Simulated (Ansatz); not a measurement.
Relaxed RuB2 (space group Pmmn):

```
RuB2
1.0
    2.83048     0.00000     0.00000
    0.00000     4.59779     0.00000
    0.00000     0.00000     4.00003
B Ru
4 2
Direct
  0.00000   0.80416   0.36289
  0.00000   0.19584   0.36289
  0.50000   0.69584   0.63711
  0.50000   0.30416   0.63711
  0.00000   0.00000   0.84890
  0.50000   0.50000   0.15110
```

The atoms are displaced by Q × the pattern below (from a DFPT mode at Γ, largest move 1; Q in Å), at fixed cell.

```json
[
 {"atom": "B1", "x": "0.000", "y": "0.739", "z": "0.674"},
 {"atom": "B2", "x": "0.000", "y": "-0.739", "z": "0.674"},
 {"atom": "B3", "x": "0.000", "y": "-0.739", "z": "-0.674"},
 {"atom": "B4", "x": "0.000", "y": "0.739", "z": "-0.674"},
 {"atom": "Ru5", "x": "0.000", "y": "0.000", "z": "-0.025"},
 {"atom": "Ru6", "x": "0.000", "y": "0.000", "z": "0.025"}
]
```

Calculation: LDA (plane waves to 420 eV, PAW, scalar-relativistic; Ansatz, a quantum-chemistry and plane-wave program). k mesh 16×10×12 (Γ-centred), Fermi-Dirac smearing 0.05 eV. The energy includes the smearing's −TS. With partly filled bands, energies and forces of such displacements shift with the k mesh and the smearing. RuB2 is run without spin polarisation. RuB2 was relaxed with its symmetry unable to fall. ΔE is measured from the undisplaced structure.

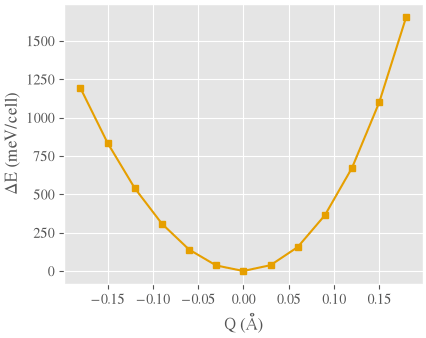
*ΔE (meV/cell) against Q (Å); computed points joined by lines.*

Q: Is the energy the same for displacements of ±0.180 Å, and if not, which side lies higher?

A: Not even: the positive side lies higher at ±0.180 Å.

Q: What is the energy change at Q = 0.180 Å?

A: About 1700 meV/cell.

Q: What harmonic wavenumber does the curvature at Q = 0 give?

A: About 720 cm⁻¹.

(For displaced atoms, the force is minus the slope of the energy, and its curvature is a force constant, which sets phonon frequencies.)
